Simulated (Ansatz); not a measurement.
Consider InSb in the zinc blende structure (space group F-43m, No. 216; a = 6.5573 Å).

Perturbation: a hydrostatic pressure of 10 GPa.

Level of theory: r2SCAN (Ansatz, a quantum-chemistry and plane-wave program, PAW, without spin-orbit coupling), earlier PAW set.

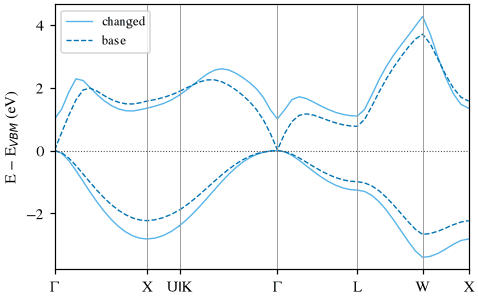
Figure: Highest valence and lowest conduction band along the path, each from its own valence-band maximum

The gap is 1.01 eV, direct at Γ; the base has zero.

Spin-orbit coupling, missing from the scalar runs, can matter with Sb. Load acts through the strain it causes; cell and atoms are relaxed under it. Whether these cells are dynamically stable was not tested. Tetrahedral semiconductors of this kind turn to denser phases somewhere between about 1 and 50 GPa; those were not computed, so compressed cells here can lie past the real transition. All final runs are without spin polarisation. Gaps under 0.05 eV, about the width of the smearing, are given as zero. The zero or small gap of InSb can change with the level of theory.
